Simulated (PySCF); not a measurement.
# [CH3]+ (SMILES [CH3+]) at 6 levels

Wanted: a comparison of 6 runs (M06-2X/6-31G, PBE0/6-31G, UPBE0/6-31G, MP2/6-31G, CCSD(T)/6-31G, UCCSD(T)/6-31G) of [CH3]+. The job is set up through a Python script.

The calculation is run with PySCF 2.14.0.

10 further runs of the same task are left out: 10 set aside as unsound or not needed.

**1. The molecule**

[CH3]+: 4 atoms, total charge +1, spin state singlet. SMILES: `[CH3+]`. The C1–H2 distance was set to 2.427 Å, away from the relaxed value. At this shape a bond of the SMILES string is far longer than usual.

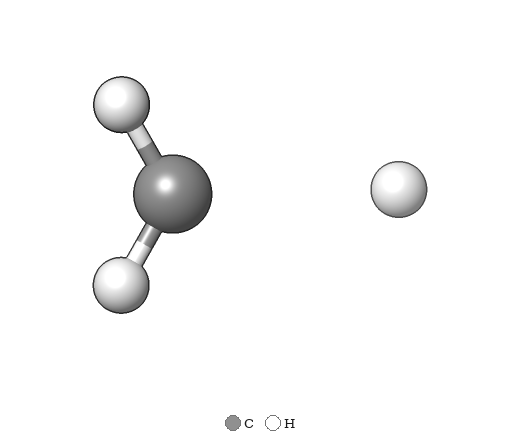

Viewed from a chosen angle; carbon grey, hydrogen white.

**2. A single-point energy at M06-2X/6-31G (run 1)**

input.py reads:

```python
from pyscf import gto, dft

system = gto.M(
    atom=[
    ('C', (-0.325425, -0.725944, -1.058655)),
    ('H', (0.271950, 0.604130, 0.882170)),
    ('H', (-1.327505, -0.622964, -1.507925)),
    ('H', (0.403445, -1.431734, -1.491535)),
],
    verbose=3,
    basis='6-31g',
    max_memory=1860,
    spin=0,
    charge=1,
)

mf = dft.RKS(system)
mf.xc = 'm06-2x'
mf.grids.level = 5
mf.conv_tol = 1e-10
mf.kernel()
if not mf.converged:
    mf = mf.newton().run(mf.mo_coeff, mf.mo_occ)

etot = mf.e_tot
print('E = %.10f Eh' % etot)
```

Run with:

```console
$ OMP_NUM_THREADS=1 python input.py
```

What it wrote:

```text
converged SCF energy = -39.2473638549636
E = -39.2473638550 Eh
```

Run time: 2 s. Hardware: 1 thread of Arm Neoverse V1, shared host; peak memory 0.17 GiB.

**3. A single-point energy at PBE0/6-31G (run 2)**

calc.py reads:

```python
from pyscf import gto, dft

molecule = gto.Mole()
molecule.atom = 'C -0.325425 -0.725944 -1.058655; H 0.271950 0.604130 0.882170; H -1.327505 -0.622964 -1.507925; H 0.403445 -1.431734 -1.491535'
molecule.basis = '6-31g'
molecule.charge = 1
molecule.spin = 0
molecule.max_memory = 1860
molecule.verbose = 3
molecule.build()

mf = dft.RKS(molecule, xc='pbe0')
mf.grids.level = 5
mf.conv_tol = 1e-10
mf.kernel()
if not mf.converged:
    mf = mf.newton().run(mf.mo_coeff, mf.mo_occ)

e_final = mf.e_tot
print(f'total energy: {e_final:.8f} hartree')
```

Run with:

```console
$ OMP_NUM_THREADS=1 python calc.py
```

What it wrote:

```text
converged SCF energy = -39.2207198008717
total energy: -39.22071980 hartree
```

It took 1.6 s on 1 thread of Arm Neoverse V1, shared host; peak memory 0.16 GiB.

**4. The energy at UPBE0/6-31G (run 3)**

mol.xyz reads:

```xyz
4

C     -0.325425    -0.725944    -1.058655
H      0.271950     0.604130     0.882170
H     -1.327505    -0.622964    -1.507925
H      0.403445    -1.431734    -1.491535
```

job.py reads:

```python
from pyscf import gto, dft

mol = gto.M(
    atom='mol.xyz',
    spin=0,
    charge=1,
    verbose=3,
    basis='6-31g',
    max_memory=1860,
)

mf = dft.UKS(mol)
mf.xc = 'pbe0'
mf.grids.level = 5
mf.conv_tol = 1e-10
mf.kernel()
if not mf.converged:
    mf = mf.newton().run(mf.mo_coeff, mf.mo_occ)
for _ in range(3):
    mo, _, stable, _ = mf.stability(return_status=True)
    if stable:
        break
    mf.kernel(mf.make_rdm1(mo, mf.mo_occ))

e_final = mf.e_tot
print('E = %.10f Eh' % e_final)
```

Run with:

```console
$ OMP_NUM_THREADS=1 python job.py
```

What it wrote:

```text
converged SCF energy = -39.2207198008558  <S^2> = 2.0436097e-11  2S+1 = 1
<class 'pyscf.dft.uks.UKS'> wavefunction has an internal instability
converged SCF energy = -39.234189275371  <S^2> = 0.55376039  2S+1 = 1.7930537
<class 'pyscf.dft.uks.UKS'> wavefunction is stable in the internal stability analysis
E = -39.2341892754 Eh
```

Run time: 9.6 s. Hardware: 1 thread of Arm Neoverse V1, shared host; peak memory 0.32 GiB.

Runs 4 to 5 aren't shown in full; the table further down has their settings and results.

**5. The energy at UCCSD(T)/6-31G (run 6)**

run.py reads:

```python
from pyscf import gto, scf, cc

molecule = gto.M(
    atom='''
C     -0.614964    -1.371835    -2.000568
H      0.513911     1.141640     1.667060
H     -2.508621    -1.177231    -2.849565
H      0.762401    -2.705585    -2.818593
''',
    unit='bohr',
    basis='6-31g',
    verbose=3,
    max_memory=1860,
    charge=1,
)

hf = scf.UHF(molecule)
hf.conv_tol = 1e-10
hf.kernel()
if not hf.converged:
    hf = hf.newton().run(hf.mo_coeff, hf.mo_occ)
for _ in range(3):
    mo, _, stable, _ = hf.stability(return_status=True)
    if stable:
        break
    hf.kernel(hf.make_rdm1(mo, hf.mo_occ))

mycc = cc.CCSD(hf, frozen=1)
mycc.kernel()
e_t = mycc.ccsd_t()
etot = mycc.e_tot + e_t
print('E(%s) = %.9f' % ('CCSD(T)', etot))
```

Run with:

```console
$ OMP_NUM_THREADS=1 python run.py
```

What it wrote:

```text
converged SCF energy = -38.9959099497704  <S^2> = 3.656897e-11  2S+1 = 1
<class 'pyscf.scf.uhf.UHF'> wavefunction has an internal instability
converged SCF energy = -39.0539614142238  <S^2> = 0.86686474  2S+1 = 2.1136364
<class 'pyscf.scf.uhf.UHF'> wavefunction is stable in the internal stability analysis
E(UCCSD) = -39.1301605872571  E_corr = -0.07619917303329829
UCCSD(T) correction = -0.00305055796538208
E(CCSD(T)) = -39.133211145
```

Run time: 1.1 s. Hardware: 1 thread of Arm Neoverse V1, shared host; peak memory 0.12 GiB.

**6. The series**

| run | level | follow instability | integration grid | energy (Eh) | HOMO energy (eV) | LUMO energy (eV) | HOMO–LUMO gap (eV) | wall time |
| --- | --- | --- | --- | --- | --- | --- | --- | --- |
| 1 | M06-2X/6-31G | – | 5 | -39.247364 | -16.83 | -10.63 | 6.20 | 2 s |
| 2 | PBE0/6-31G | – | 5 | -39.220720 | -15.92 | -11.60 | 4.32 | 1.6 s |
| 3 | UPBE0/6-31G | yes | 5 | -39.234189 | -15.93 | -12.42 | 3.51 | 9.6 s |
| 4 | MP2/6-31G | – | – | -39.089314 | -18.14 | -8.30 | 9.84 | 0.7 s |
| 5 | CCSD(T)/6-31G | – | – | -39.135218 | -18.14 | -8.30 | 9.84 | 0.68 s |
| 6 | UCCSD(T)/6-31G | yes | – | -39.133211 | -18.90 | -8.21 | 10.70 | 1.1 s |

**7. Outcome**

```
                                         quantity         value
                              run 6: total energy  -39.13321 Eh
       run 6: HOMO energy (Hartree–Fock orbitals)     -18.90 eV
       run 6: LUMO energy (Hartree–Fock orbitals)      -8.21 eV
     run 6: HOMO–LUMO gap (Hartree–Fock orbitals)      10.70 eV
run 6: correlation energy (1 core orbital frozen)     -79.2 mEh
                            run 6: (T) correction     -3.05 mEh
         run 6: ⟨S²⟩ of the reference determinant         0.867
                             run 6: T1 diagnostic         0.100
```

Over runs 1, 2, 3 the HOMO–LUMO gap runs from 3.51 eV (UPBE0/6-31G) to 6.20 eV (M06-2X/6-31G). Totals of different functionals can't be ranked against each other. In run 5 the T1 diagnostic is large, so a single reference may not serve. Spin contamination of the reference: run 6 ⟨S²⟩ = 0.87, run 3 ⟨S²⟩ = 0.55. Where it is this large, the reference is a mixture of spin states, and values that rest on it are in doubt. All runs together took 16 s, the longest 9.6 s.
